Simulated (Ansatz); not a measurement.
# NiAg2S2: relaxing a made-up structure

This structure for NiAg2S2 is made up. Its elements were placed in a known structure type with a cell scaled to their sizes. What cell does the guess relax to, and how far off was it?

Method: DFT, PBE, plane-wave PAW, files of the set soft_1, scalar-relativistic, ferromagnetic start, cell and ions relaxed at zero pressure; PAW set soft_1, in Ansatz 0.2.0.

### 1. The starting structure

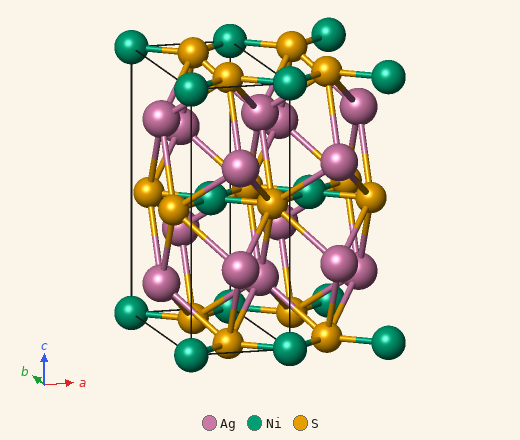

Start, viewed slightly off an axis; silver pink, nickel teal, sulfur orange. 2×1×1 cells are drawn. This picture shows the conventional cell, with its axes. Some periodic images of atoms are drawn too.

### 2. Relaxation of the guess

The guessed cell has no reason to be at equilibrium. It is relaxed with the atoms, within the space group of the guess.

The input, input.yaml:

```yaml
crystal:
  lattice:
    - [-1.622, 3.306, 4.2865]
    - [1.622, -3.306, 4.2865]
    - [1.622, 3.306, -4.2865]
  atoms:
    - { symbol: Ag, position: [0.309, 0.809, 0.5] }
    - { symbol: Ag, position: [0.691, 0.191, 0.5] }
    - { symbol: Ni, position: [0.0, 0.0, 0.0], spin: 1.0 }
    - { symbol: S, position: [0.7932, 0.5, 0.2932] }
    - { symbol: S, position: [0.2068, 0.5, 0.7068] }
magnetization:
  spin_polarized: true
kpoints:
  mp_grid: { grid: [9, 9, 9] }
scf:
  occupations: { method: fermi_dirac, width: 0.05 }
hamiltonian:
  xc: pbe
  pseudopotentials: { kind: paw, azcp: { folder: soft_1 } }
relax:
  f_tol: 0.015
  max_steps: 70
  cell: {}
output:
  forces: true
  stress: true
```

Started as:

```sh
$ ansatz run input.yaml --threads 4 --pin off --max-ram 8192MiB --backend cpu --events-out ev --progress --plain --runs-dir out
```

Numbers of over 12 decimals in the logs are rounded to 6 here.

The log of the run:

```text
Engine: ansatz 0.2.0, x86_64-unknown-linux-gnu
Pseudopotentials: kind: paw
Pseudopotential: Ag, paw, valence charge 19, recommended cutoff 420 eV (normal), soft_1/Ag.paw.azcp
Pseudopotential: Ni, paw, valence charge 18, recommended cutoff 420 eV (normal), soft_1/Ni.paw.azcp
Pseudopotential: S, paw, valence charge 6, recommended cutoff 420 eV (normal), soft_1/S.paw.azcp
Functional definition: PBE
  parameter kappa = 0.804
  parameter beta = 0.066725
  exchange = pbe_x(kappa = kappa, mu = beta*pi^2/3)
  correlation = pbe_c(beta = beta)
Crystal: 5 atoms, lattice volume = 91.943 Å³
Basis set: ecut = 420 eV, 1825 PW (Γ), exchange–correlation on 80×80×80 points (8 copies of the dense FFT grid, shifted against one another)
Bands: 42, of which v1, the nominal top of the filled ones, is band 34 counted from 1 (33 counted from 0)
Symmetry: 8 space group operations
Space group: Immm (ITA 71), of the structure as read, at distance tolerance 4.5e-5 Å
Magnetic group: BNS 71.533 (UNI 631), of the structure as read, at distance tolerance 4.5e-5 Å
k-points: 125 of 729
Non-local potential: Ag, projectors of the file, l = 0: 3, l = 1: 2, l = 2: 2, l = 3: 1
Non-local potential: Ni, projectors of the file, l = 0: 3, l = 1: 2, l = 2: 3, l = 3: 1
Non-local potential: S, projectors of the file, l = 0: 2, l = 1: 2, l = 2: 1
PAW form: soft (Blöchl's): semilocal exchange-correlation on the pseudo side does not see the compensation charge
PAW one-centre angular grid: Ag, 590 points (default); XC on 64 Gauss nodes
PAW one-centre angular grid: Ni, 590 points (default); XC on 64 Gauss nodes
PAW one-centre angular grid: S, 110 points (default); XC on 64 Gauss nodes
Initial density: superposition of atomic densities (chi_scale 0.1, normalization cell, long waves kept (reshape's long-wave potential 0.01 eV rms))
Starting moments: Σ|m| = 1 μB on 1 of 5 sites
Initial wavefunctions: pseudopotential atomic-orbital guess
Functional: x = pbe(κ = 0.804, μ = 0.219515), c = pbe(β = 0.066725)
SCF iter   1: F=—  HF=-22822.569252 eV  |F-HF|=—  |Δ(HF+E_count)|=         —  Δρ=5.08e-2 (↑1.64e-2 ↓5.08e-2)  dr2=3.91e0  dr2_m=3.64e-1  M=0.448 μB ∫|m|=0.662 μB  β_m=0.30  ethr=3.10e-3  ⟨swp⟩=7.8  Hψ=47063  notcnv=0  defer=29
Mixer restart at iter 1: flushing history
preconditioner: auto → Kerker (q_TF=auto, 2.595 Å⁻¹)  [metal: Δε(μ)=0.005 eV  Ē_g=8.672 eV  σ=0.050 eV  W_gap=0.03  n_scr=24 (ndim 8)  ℏωp=25.7 eV  f_vac=0.000  D(μ)=1.50/eV (n_scr^D=6)]
spin=Collinear: Kerker preconditioning applied to the charge; magnetization (m = ρ↑ − ρ↓) channel mixes plain (no charge-response kernel on spin).
SCF iter   2: F=—  HF=-22823.939834 eV  |F-HF|=—  |Δ(HF+E_count)|=    1.37e0  Δρ=2.95e-2 (↑1.62e-2 ↓2.95e-2)  dr2=1.64e0  dr2_m=2.66e-1  M=0.415 μB ∫|m|=0.610 μB  β_m=0.47  ethr=3.10e-3  ⟨swp⟩=2.4  Hψ=18569  notcnv=0  defer=517
SCF iter   3: F=—  HF=-22824.762686 eV  |F-HF|=—  |Δ(HF+E_count)|=   8.23e-1  Δρ=3.16e-2 (↑6.10e-3 ↓3.16e-2)  dr2=1.79e0  dr2_m=1.77e-1  M=0.277 μB ∫|m|=0.427 μB  β_m=0.36  ethr=2.41e-3  ⟨swp⟩=2.4  Hψ=13794  notcnv=0  defer=525
SCF iter   4: F=—  HF=-22824.766752 eV  |F-HF|=—  |Δ(HF+E_count)|=   4.07e-3  Δρ=1.60e-2 (↑1.60e-2 ↓6.09e-3)  dr2=1.82e-1  dr2_m=4.25e-2  M=0.126 μB ∫|m|=0.232 μB  β_m=0.65  ethr=2.41e-3  ⟨swp⟩=3.1  Hψ=18869  notcnv=0  defer=531
SCF iter   5: F=—  HF=-22824.811828 eV  |F-HF|=—  |Δ(HF+E_count)|=         —  Δρ=1.19e-2 (↑1.19e-2 ↓5.42e-3)  dr2=1.66e-1  dr2_m=1.03e-2  M=0.033 μB ∫|m|=0.077 μB  β_m=0.65  ethr=2.67e-4  ⟨swp⟩=2.9  Hψ=23085  notcnv=0  defer=574
Mixer restart at iter 5: flushing history
SCF iter   6: F=—  HF=-22824.897549 eV  |F-HF|=—  |Δ(HF+E_count)|=   8.57e-2  Δρ=8.79e-3 (↑4.74e-3 ↓8.79e-3)  dr2=8.35e-2  dr2_m=3.85e-3  M=0.020 μB ∫|m|=0.047 μB  β_m=0.53  ethr=2.44e-4  ⟨swp⟩=2.9  Hψ=20976  notcnv=0  defer=574
SCF iter   7: F=—  HF=-22824.855732 eV  |F-HF|=—  |Δ(HF+E_count)|=   4.18e-2  Δρ=4.91e-3 (↑4.91e-3 ↓1.70e-3)  dr2=2.98e-2  dr2_m=2.54e-3  M=0.018 μB ∫|m|=0.040 μB  β_m=0.61  ethr=1.23e-4  ⟨swp⟩=2.3  Hψ=22516  notcnv=0  defer=568
SCF iter   8: F=—  HF=-22824.860527 eV  |F-HF|=—  |Δ(HF+E_count)|=   4.79e-3  Δρ=1.13e-3 (↑1.13e-3 ↓6.84e-4)  dr2=7.93e-4  dr2_m=5.55e-4  M=0.008 μB ∫|m|=0.018 μB  β_m=0.73  ethr=4.38e-5  ⟨swp⟩=2.0  Hψ=14357  notcnv=0  defer=568
SCF iter   9: F=—  HF=-22824.860937 eV  |F-HF|=—  |Δ(HF+E_count)|=   4.10e-4  Δρ=9.54e-4 (↑3.45e-4 ↓9.54e-4)  dr2=9.06e-4  dr2_m=9.07e-5  M=0.003 μB ∫|m|=0.008 μB  β_m=0.86  ethr=1.17e-6  ⟨swp⟩=2.1  Hψ=19648  notcnv=0  defer=558
SCF iter  10: F=—  HF=-22824.860928 eV  |F-HF|=—  |Δ(HF+E_count)|=   8.59e-6  Δρ=5.68e-4 (↑2.73e-4 ↓5.68e-4)  dr2=3.61e-4  dr2_m=2.26e-5  M=0.002 μB ∫|m|=0.004 μB  β_m=0.73  ethr=1.17e-6  ⟨swp⟩=2.0  Hψ=17141  notcnv=0  defer=558
SCF iter  11: F=—  HF=-22824.860816 eV  |F-HF|=—  |Δ(HF+E_count)|=   1.12e-4  Δρ=1.77e-4 (↑9.08e-5 ↓1.77e-4)  dr2=4.39e-5  dr2_m=1.85e-6  M=0.000 μB ∫|m|=0.001 μB  β_m=0.81  ethr=5.31e-7  ⟨swp⟩=2.0  Hψ=12818  notcnv=0  defer=558
SCF iter  12: F=—  HF=-22824.860807 eV  |F-HF|=—  |Δ(HF+E_count)|=   8.73e-6  Δρ=2.43e-5 (↑2.28e-5 ↓2.43e-5)  dr2=1.64e-6  dr2_m=1.23e-9  M=0.000 μB ∫|m|=0.000 μB  β_m=0.90  ethr=6.45e-8  ⟨swp⟩=2.0  Hψ=12941  notcnv=0  defer=558
SCF iter  13: F=—  HF=-22824.860807 eV  |F-HF|=—  |Δ(HF+E_count)|=   1.15e-7  Δρ=2.40e-6 (↑2.40e-6 ↓2.32e-6)  dr2=2.30e-8  dr2_m=3.06e-10  M=0.000 μB ∫|m|=0.000 μB  β_m=0.95  ethr=2.42e-9  ⟨swp⟩=2.1  Hψ=15306  notcnv=0  defer=558
SCF iter  14: F=-22824.860807 eV  HF=-22824.860807 eV  |F-HF|=3.34e-8  |Δ(HF+E_count)|=   1.41e-8  Δρ=3.48e-6 (↑3.48e-6 ↓3.38e-6)  dr2=3.85e-8  dr2_m=7.95e-12  M=0.000 μB ∫|m|=0.000 μB  ethr=3.39e-11  ⟨swp⟩=2.0  Hψ=36087  notcnv=0
WARN: the starting moments were not kept: the SCF closed with an absolute magnetisation of 4.1e-6 μB, where they sum to 1 μB in size (1 site). That is at most 0.1 of that sum. Measured as dr2_m measures the in/out step, that magnetisation stands 1.1e-11 eV from none, at or under the dr2_threshold of 1.0e-7 eV: it is no larger than a step whose dr2_m would equal this threshold. The system may hold no moment; this SCF  [...]
SCF 1 converged in 14 iterations: F = -22824.860807 eV  dr2 = 3.85e-8
  greatest PAW one-centre occupation: 1.001 electrons in one spin orbital (limit 2), on the Ag atom at site 1 (counted from 0), in its partial waves of l = 0
relax step   1: F+E_penalty+E_count = -22824.86080717 eV  Δ(F+E_penalty+E_count) = +0.000e0 eV  max|allowed force component| = 2.028e0 eV/Å  Δτ_max = 0.0000 Å  P = +1.760 GPa  Ω = 91.943 Å³  (14 SCF iters, dr2 threshold 1.00e-7 eV, accepted)
[...]
relax step   5: F+E_penalty+E_count = -22825.30544493 eV  Δ(F+E_penalty+E_count) = -5.596e-4 eV  max|allowed force component| = 6.940e-3 eV/Å  Δτ_max = 0.0086 Å  P = +0.013 GPa  Ω = 85.910 Å³  energy of the carried Pulay correction = +2.315e-3 eV  (7 SCF iters, dr2 threshold 7.37e-8 eV, accepted)
[...]
relax step   6: F+E_penalty+E_count = -22825.30550927 eV  Δ(F+E_penalty+E_count) = -6.434e-5 eV  max|allowed force component| = 1.234e-2 eV/Å  Δτ_max = 0.0109 Å  P = -0.077 GPa  Ω = 85.945 Å³  energy of the carried Pulay correction = +2.301e-3 eV  (9 SCF iters, dr2 threshold 3.25e-8 eV, accepted)
[...]
relax step   7: F+E_penalty+E_count = -22825.30560752 eV  Δ(F+E_penalty+E_count) = -9.825e-5 eV  max|allowed force component| = 1.144e-3 eV/Å  Δτ_max = 0.0036 Å  P = +0.023 GPa  Ω = 85.842 Å³  energy of the carried Pulay correction = +2.342e-3 eV  (9 SCF iters, dr2 threshold 2.31e-8 eV, accepted)
Initial wavefunctions: pseudopotential atomic-orbital guess (no wavefunctions were taken with the density)
iter 1 solved again at ethr=7.57e-7 eV; its pass at ethr=3.10e-3 eV (dr2=5.15e-4 eV) is discarded
SCF iter   1: F=—  HF=-22825.303423 eV  |F-HF|=—  |Δ(HF+E_count)|=         —  Δρ=1.53e-4 (↑1.53e-4 ↓1.53e-4)  dr2=3.14e-5  dr2_m=1.87e-12  M=0.000 μB ∫|m|=0.000 μB  β_m=0.65  ethr=7.57e-7  ⟨swp⟩=3.3  Hψ=74440  notcnv=0
preconditioner: auto → Kerker (q_TF=auto, 2.353 Å⁻¹)  [metal: Δε(μ)=0.009 eV  Ē_g=8.988 eV  σ=0.050 eV  W_gap=0.05  n_scr=16 (ndim 8)  ℏωp=26.6 eV  f_vac=0.000  D(μ)=2.27/eV (n_scr^D=16)]
spin=Collinear: Kerker preconditioning applied to the charge; magnetization (m = ρ↑ − ρ↓) channel mixes plain (no charge-response kernel on spin).
SCF iter   2: F=—  HF=-22825.303511 eV  |F-HF|=—  |Δ(HF+E_count)|=   8.78e-5  Δρ=4.89e-5 (↑4.89e-5 ↓4.89e-5)  dr2=2.13e-6  dr2_m=7.30e-13  M=0.000 μB ∫|m|=0.000 μB  β_m=0.53  ethr=4.62e-8  ⟨swp⟩=2.1  Hψ=15324  notcnv=0
SCF iter   3: F=—  HF=-22825.303524 eV  |F-HF|=—  |Δ(HF+E_count)|=   1.33e-5  Δρ=3.02e-5 (↑3.02e-5 ↓3.02e-5)  dr2=1.33e-6  dr2_m=4.02e-13  M=0.000 μB ∫|m|=0.000 μB  β_m=0.54  ethr=3.13e-9  ⟨swp⟩=2.0  Hψ=19042  notcnv=0
SCF iter   4: F=—  HF=-22825.303528 eV  |F-HF|=—  |Δ(HF+E_count)|=   4.24e-6  Δρ=2.24e-5 (↑2.24e-5 ↓2.24e-5)  dr2=1.09e-6  dr2_m=2.67e-13  M=0.000 μB ∫|m|=0.000 μB  β_m=0.50  ethr=1.96e-9  ⟨swp⟩=2.2  Hψ=15837  notcnv=0
SCF iter   5: F=—  HF=-22825.303529 eV  |F-HF|=—  |Δ(HF+E_count)|=   1.17e-6  Δρ=2.16e-5 (↑2.16e-5 ↓2.16e-5)  dr2=1.24e-6  dr2_m=9.19e-14  M=0.000 μB ∫|m|=0.000 μB  β_m=0.75  ethr=1.60e-9  ⟨swp⟩=1.5  Hψ=10628  notcnv=0
SCF iter   6: F=—  HF=-22825.303531 eV  |F-HF|=—  |Δ(HF+E_count)|=   1.39e-6  Δρ=1.81e-5 (↑1.81e-5 ↓1.81e-5)  dr2=1.03e-6  dr2_m=7.35e-14  M=0.000 μB ∫|m|=0.000 μB  β_m=0.88  ethr=1.60e-9  ⟨swp⟩=2.0  Hψ=11840  notcnv=0
SCF iter   7: F=—  HF=-22825.303532 eV  |F-HF|=—  |Δ(HF+E_count)|=   7.33e-7  Δρ=7.35e-6 (↑7.35e-6 ↓7.35e-6)  dr2=1.73e-7  dr2_m=8.18e-15  M=0.000 μB ∫|m|=0.000 μB  β_m=0.92  ethr=1.51e-9  ⟨swp⟩=2.1  Hψ=15463  notcnv=0
SCF iter   8: F=—  HF=-22825.303532 eV  |F-HF|=—  |Δ(HF+E_count)|=   1.08e-7  Δρ=1.34e-6 (↑1.34e-6 ↓1.34e-6)  dr2=5.12e-9  dr2_m=1.15e-15  M=0.000 μB ∫|m|=0.000 μB  β_m=0.96  ethr=2.55e-10  ⟨swp⟩=2.1  Hψ=16435  notcnv=0
SCF iter   9: F=—  HF=-22825.303532 eV  |F-HF|=—  |Δ(HF+E_count)|=  1.78e-10  Δρ=3.97e-7 (↑3.96e-7 ↓3.97e-7)  dr2=4.97e-10  dr2_m=4.18e-17  M=0.000 μB ∫|m|=0.000 μB  β_m=0.98  ethr=7.53e-12  ⟨swp⟩=2.7  Hψ=19069  notcnv=0
SCF iter  10: F=—  HF=-22825.303532 eV  |F-HF|=—  |Δ(HF+E_count)|=   8.29e-8  Δρ=3.86e-8 (↑3.86e-8 ↓3.85e-8)  dr2=2.82e-12  dr2_m=2.44e-17  M=0.000 μB ∫|m|=0.000 μB  β_m=0.99  ethr=1.00e-12  ⟨swp⟩=2.1  Hψ=18306  notcnv=0
SCF iter  11: F=-22825.303532 eV  HF=-22825.303532 eV  |F-HF|=0.00e0  |Δ(HF+E_count)|=  1.46e-11  Δρ=2.54e-8 (↑2.53e-8 ↓2.54e-8)  dr2=2.90e-12  dr2_m=2.54e-18  M=0.000 μB ∫|m|=0.000 μB  ethr=1.00e-12  ⟨swp⟩=3.0  Hψ=35172  notcnv=0
the starting moments were not kept: the SCF closed with an absolute magnetisation of 3.6e-9 μB, where they sum to 1 μB in size (1 site). That is at most 0.1 of that sum. Measured as dr2_m measures the in/out step, that magnetisation stands 1.1e-17 eV from none, at or under the dr2_threshold of 5.0e-11 eV: it is no larger than a step whose dr2_m would equal this threshold.
SCF 8 converged in 11 iterations: F = -22825.303532 eV  dr2 = 2.90e-12
relax step   8: F+E_penalty+E_count = -22825.30353177 eV  Δ(F+E_penalty+E_count) = +2.076e-3 eV  max|allowed force component| = 9.087e-4 eV/Å  Δτ_max = 0.0000 Å  P = +0.022 GPa  Ω = 85.842 Å³  stress off target by 2.73e-2 GPa  SCF on the basis re-selected at this cell (its energy is not comparable with the rows above)  (11 SCF iters)
basis re-selected at this cell: Δ(F+E_penalty+E_count) = +2.076e-3 eV, ΔP = -0.002 GPa vs the last step (what re-selecting the basis moved, of the pressure what is left beyond the Pulay correction that the steps carried, after the strain that the cell walked since its last selection, with what the two solves' SCF thresholds leave and, on support functions, any second-order correction that the steps lacked; it is no m [...]
SCF converged after 11 iterations
Magnetization: 0.0000 μB (34.0000 up, 34.0000 down)
Absolute magnetization: 0.0000 μB (∫|ρ↑−ρ↓|, with the PAW one-centre terms)
Spin contamination: 0.0000 ħ² per cell (⟨S²⟩ above its minimum at these occupations)
Per-site moments (μB) at R_I (Å): [(1.0008368948533756e-10, 1.168296), (1.0008351093869291e-10, 1.168296), (1.886178305610213e-9, 0.921369), (2.9464191244016777e-10, 0.921369), (2.946418807019883e-10, 0.921369)]
Free energy (F): -22825.303532 eV
Harris-Foulkes:  -22825.303532 eV  (|F-HF|=0.00e0)
Internal energy: -22825.285128 eV  (E = F + TS)
E sigma→0 (E₀):  -22825.294330 eV
Entropy (-TS):   -0.018404 eV (-3.681 meV/atom)
Fermi energy:    11.845484 eV
--- Per-component energies (eV) ---
  E_band       = -982.835067
  E_kinetic    = 1486.799579
  E_local      = -9380.275339  (includes V_loc(G=0)·N_el)
  E_nonlocal   = 18.592200
  E_hartree    = 4613.071288
  E_xc         = -605.840808
  E_vxc        = -709.744171  (∫ρ·V_xc dr)
  E_paw        = -10788.560551  (= ΣΔE_a)
  E_vpaw       = -1624.351522  (= ΣTr[D̂ρ^β])
  E_aug_tail   = 0.001708  (compensation charges beyond the density's cutoff)
  E_ewald      = -8169.073205
  E_smearing   = -0.018404  (= −TS)
  E_closure    = -0.000000  (closes the sum)
  Σ components = -22825.303532   (vs F -22825.303532, Δ=0.00e0)
--- Forces (eV/Å), atoms counted from 1 ---
  atom   1  Ag     0.00000000     0.00000000     0.00011135
  atom   2  Ag     0.00000000     0.00000000    -0.00011135
  atom   3  Ni     0.00000000     0.00000000    -0.00000000
  atom   4  S      0.00000000     0.00090874     0.00000000
  atom   5  S      0.00000000    -0.00090874     0.00000000
  max |Σ_I F_I| component: 1.36e-20 eV/Å
--- Stress (GPa, compression-positive) ---
        0.027320       0.000000       0.000000
        0.000000       0.021986       0.000000
        0.000000       0.000000       0.015255
  P = ⅓ Tr σ = 0.0215 GPa (0.215 kbar)
--- Relaxed structure (7 steps of the walk, 7 accepted, 1 SCFs on fresh bases) ---
  F+E_penalty+E_count = -22825.30353177 eV   max|allowed force component| = 9.087e-4 eV/Å   (the final SCF, on the basis selected at the relaxed cell)
  cell:  # Å, volume = 85.8423 Å³
    - [-1.619954, 3.346966, 3.958106]
    - [1.619954, -3.346966, 3.958106]
    - [1.619954, 3.346966, -3.958106]
  atoms:
    - { symbol: Ag, position: [0.300445, 0.800445, 0.500000] }
    - { symbol: Ag, position: [0.699555, 0.199555, 0.5] }
    - { symbol: Ni, position: [-2.781326797928174e-19, 1.4164311596684727e-19, -4.197757957596612e-19] }
    - { symbol: S, position: [0.770270, 0.5, 0.270270] }
    - { symbol: S, position: [0.229730, 0.5, 0.729730] }
```

Elapsed: 98 s, on 4 threads of Intel Xeon Platinum 8488C (Sapphire Rapids), shared host; peak memory 0.98 GiB; 6 min of CPU time.

The steps of the relaxation:

```tsv
step	energy less that of the first step (eV)	largest force component (eV/Å)	pressure (GPa)	volume (Å³)
1	0.0000	2.0279	1.76	91.94
2	-0.3550	0.8192	2.48	85.90
3	-0.4405	0.0737	0.41	85.81
4	-0.4441	0.0094	0.01	85.92
5	-0.4446	0.0069	0.01	85.91
6	-0.4447	0.0123	-0.08	85.94
7	-0.4448	0.0011	0.02	85.84
8*	-0.4427	0.0009	0.02	85.84
```

Relaxation steps marked * repeat the geometry before them on a plane-wave basis chosen anew for their cell, so energy and pressure can jump there.

The run keeps the 8 symmetry operations that it works with, so distortions that break them were not tested.

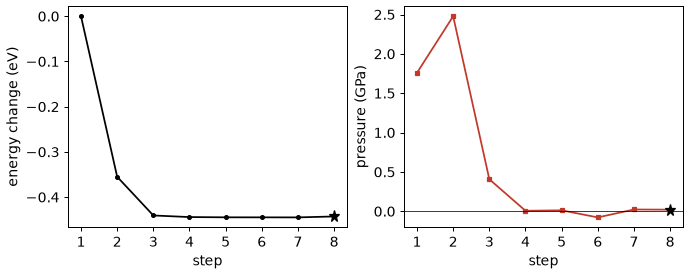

Energy and pressure along the relaxation. Stars mark steps on a basis chosen anew.

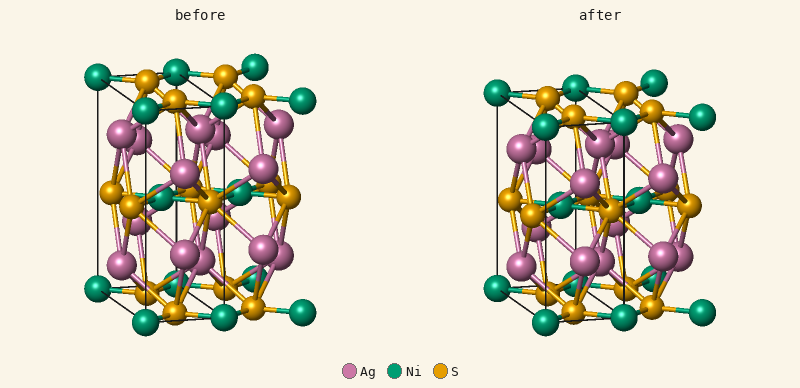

The structure before and after the relaxation, drawn at the same scale.

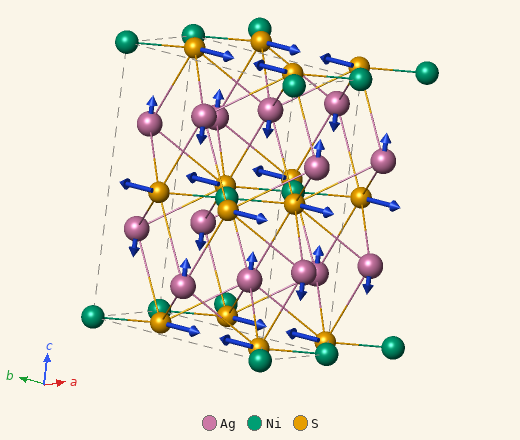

Displacements in the relaxation, exaggerated, measured against the changing cell; the longest in the cell stands for 0.15 Å. 2×1×1 conventional cells are drawn. Some periodic images of atoms are drawn too.

```tsv
conventional cell, symmetrised	before	after	change
a (Å)	3.244	3.240	-0.1 %
b (Å)	6.612	6.694	+1.2 %
c (Å)	8.573	7.916	-7.7 %
volume (Å³/atom)	18.39	17.17	-6.6 %
```

The atoms that moved most (Å, as changes of fractional coordinates times the final cell):

```tsv
atom	dx	dy	dz	length
S5	0.000	0.153	0.000	0.153
S4	0.000	-0.153	0.000	0.153
Ag2	0.000	0.000	0.068	0.068
Ag1	0.000	0.000	-0.068	0.068
```

The relaxed structure:

```cif
data_structure
_symmetry_space_group_name_H-M 'P 1'
_symmetry_Int_Tables_number 1
_cell_length_a 5.4307
_cell_length_b 5.4307
_cell_length_c 5.4307
_cell_angle_alpha 145.290
_cell_angle_beta 103.907
_cell_angle_gamma 86.423
_cell_volume 85.84
loop_
_atom_site_label
_atom_site_type_symbol
_atom_site_fract_x
_atom_site_fract_y
_atom_site_fract_z
_atom_site_occupancy
Ag1 Ag 0.30045 0.80045 0.50000 1
Ag2 Ag 0.69955 0.19955 0.50000 1
Ni3 Ni 0.00000 0.00000 0.00000 1
S4 S 0.77027 0.50000 0.27027 1
S5 S 0.22973 0.50000 0.72973 1
```

This step gave:

```yaml
free_energy: -22825.3035 eV
energy_at_zero_smearing: -22825.2943 eV
smearing_term_ts: 0.01840 eV
fermi_energy: 11.85 eV
electrons: 68
symmetry_operations: 8
pressure: 0.02152 GPa
```

The shortest distance of each pair, which need not be the same contact before and after:

```tsv
pair	guess (Å)	relaxed (Å)
Ni–S	2.121	2.234
Ag–S	2.981	2.832
Ag–Ni	3.106	2.878
S–S	2.735	3.076
Ag–Ag	3.244	3.159
```

The relaxation ends with a largest force component of 9.1e-4 eV/Å and a pressure of 0.02 GPa. No moment survives the cycle: this start ends non-magnetic.

### 3. Summary of results

```
space group, relaxed : Immm
conventional cell    : a = 3.240, b = 6.694, c = 7.916 Å; α = 90.0°, β = 90.0°, γ = 90.0°
volume per atom      : 17.17 Å³ (guess 18.39)
total moment         : 0.00 μB in the cell of 5 atoms
```

**Reading.** NiAg2S2 relaxes to Immm with a = 3.240, b = 6.694 and c = 7.916 Å. The guessed volume was 7 % too large. The space group Immm was held in the relaxation, so the end point is a stationary structure within it and may be a saddle against distortions or other arrangements. The moments died out from this one start and weren't seeded again at the relaxed cell. Mesh and cutoff weren't tested. No dispersion term is used, so weakly bound directions may come out too long. Nothing here tests whether the compound is stable against decomposition.

[Logs are printed without paths, hosts, clocks, repeated set-up lines and the standing remarks that a program may print on its own settings, such as how far it seeks lower states.]

[Hosts, paths, dates, database ids (printed as entryN), source tags and the programs' standing remarks are cut or masked in the printed files.]
